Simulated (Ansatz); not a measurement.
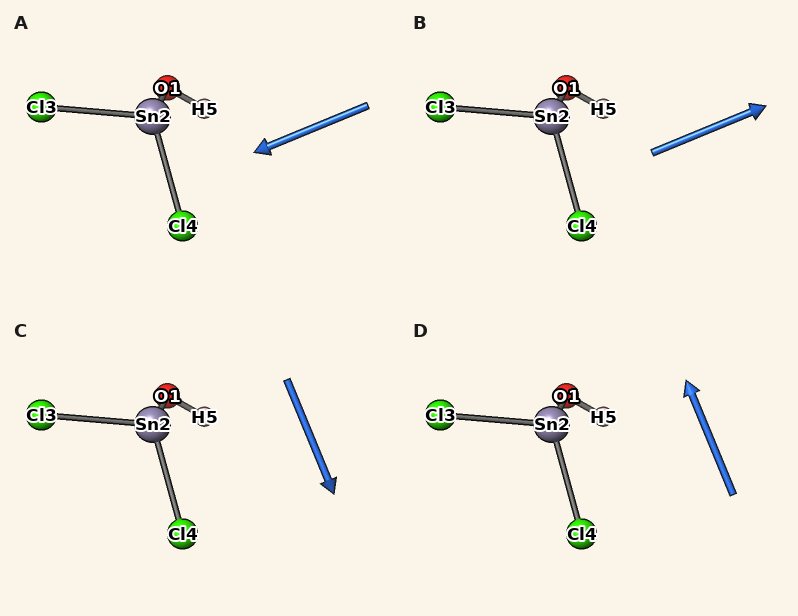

The same molecule four times, each with an arrow. State: neutral, doublet. The computed structure is the end point of a PBE0-D4/def2-TZVP optimisation. Level of theory: UKS r2SCAN-D4/def2-TZVPP, core potentials on Sn (Ansatz 0.2.0).

Which arrow points along the dipole moment, from the negative to the positive end?

B. The dipole moment is 2.38 D; it points from the side of Cl3 to the side of H5 (the outermost atoms at the two ends).
